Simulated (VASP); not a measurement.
Band structure of Nb (bcc). All values below come from PW91 GGA, VASP's PBE PAW potentials (set 64) (plane waves; VASP).

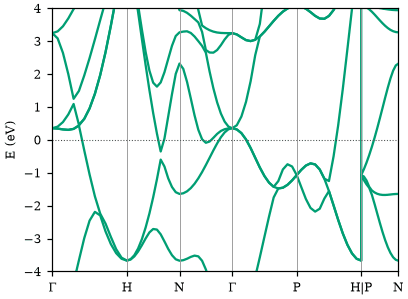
Fig. 1. Bands along high-symmetry lines, zero at the valence-band maximum or, without a gap, the Fermi level

Read the plot: is there a gap, and where are the band edges?

It has no gap at this level: it comes out as a metal or semimetal. (Edges off the drawn lines would not show.)

The compound is Nb in the bcc structure. It was relaxed first.
